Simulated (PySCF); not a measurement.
# C2H5BrOSi: electronic excitations and core binding energies

Wanted: the electronic excitations and core binding energies of C2H5BrOSi (`O=C[SiH2]CBr`), by calculation.

Programs: PySCF 2.14.0, with density-fitted response routines of our own. Each step states its level of theory. These are calculated values for one molecule in the gas phase, unless marked as measured. Atoms count from 0, in the outputs and in this text.

## 1. The molecule as given

10 atoms, charge 0, multiplicity 1; geometry from: GFN2-xTB.

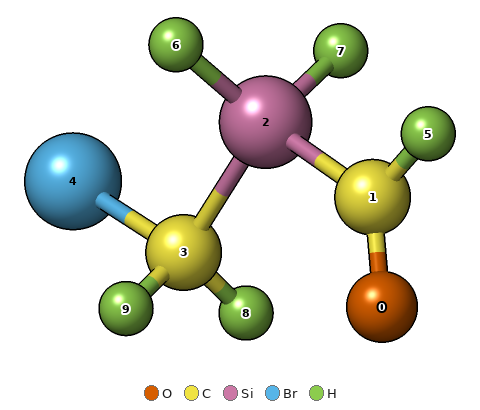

The starting geometry (oxygen orange, carbon yellow, silicon pink, bromine blue, hydrogen green), atoms numbered; sticks join atoms by distance.

## 2. TDDFT and polarisability: CAM-B3LYP/def2-SVPD

The job: settings as JSON, then the geometry in Å.

```
{"job": {"kind": "uv", "xc": "CAM-B3LYP", "basis": "def2-SVPD", "nstates": 8, "ntriplets": 3}, "charge": 0, "multiplicity": 1}
O     -1.881844     0.240599    -1.414075
C     -1.770740     0.350061    -0.220793
Si    -0.120059     0.109040     0.731936
C      1.209186    -0.317535    -0.561566
Br     2.918694    -0.578271     0.354185
H     -2.663164     0.605575     0.388173
H      0.217189     1.361078     1.409835
H     -0.280996    -0.997590     1.675417
H      1.008666    -1.243225    -1.096659
H      1.371951     0.474923    -1.288981
```

Method: TDDFT CAM-B3LYP/def2-SVPD, vertical, gas phase, core orbitals frozen in the response.

Run with:

```
$ OMP_NUM_THREADS=1 python probes_run.py task.json out
```

This one command runs all jobs of the session in turn.

**Question.** This job is followed by: delta-SCF UKS SCAN, pcX-2 on the ionised atom, pcseg-1 elsewhere, spin-free X2C. What will the session give for the following? lowest singlet (CAM-B3LYP/def2-SVPD); brightest single state of those computed; lowest triplet; Si1s binding energies, SCAN/pcX-2; Si2p binding energies, SCAN/pcX-2; C1s binding energies, SCAN/pcX-2 (standing for 1 of 2 atoms).

As calculated:

| quantity | value |
| --- | --- |
| lowest singlet (CAM-B3LYP/def2-SVPD) | 3.24 eV (383 nm), f = 0.000 |
| brightest single state of those computed | state 6, 6.66 eV, f = 0.073 |
| lowest triplet | 2.55 eV |
| Si1s binding energies, SCAN/pcX-2 | Si2 1846.86 eV |
| Si2p binding energies, SCAN/pcX-2 | Si2 107.37 eV |
| C1s binding energies, SCAN/pcX-2 (standing for 1 of 2 atoms) | C3 291.60 eV |

**Reading.** The first singlet state (HOMO→LUMO 0.88, HOMO−1→LUMO 0.10) lies at 3.24 eV and is dark; of the 8 states computed, the strongest absorption comes from state 6 at 6.66 eV. The lowest triplet lies 0.68 eV below the lowest singlet (triplets in Tamm-Dancoff, singlets in full TDDFT).
